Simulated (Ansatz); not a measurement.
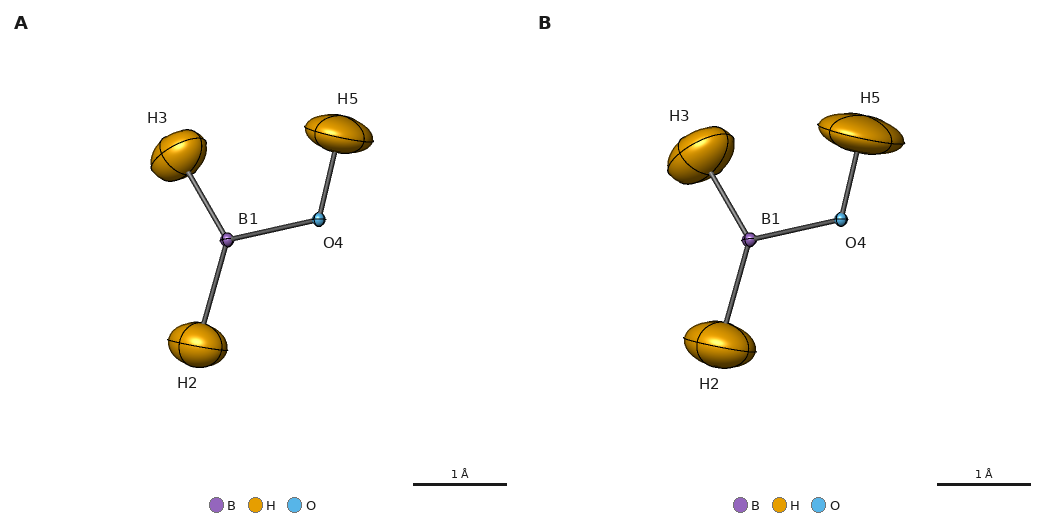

Displacement ellipsoids at the 50 % level, scaled by 2, from the internal vibrations of the free molecule (harmonic, no overall translation or rotation; no half-axis is drawn under 0.075 Å). Vibrations computed with RKS PBE0-D4/def2-TZVP (Ansatz 0.2.0). One panel is for 298 K, the other for 900 K.

Which panel is for 900 K?

Answer. B.

How much does the mean-square displacement of H5 grow, and why?

Answer. U_eq goes from 0.0115 to 0.0176 Å², a factor of 1.5. The lowest modes (from 783 cm⁻¹) begin to be excited.
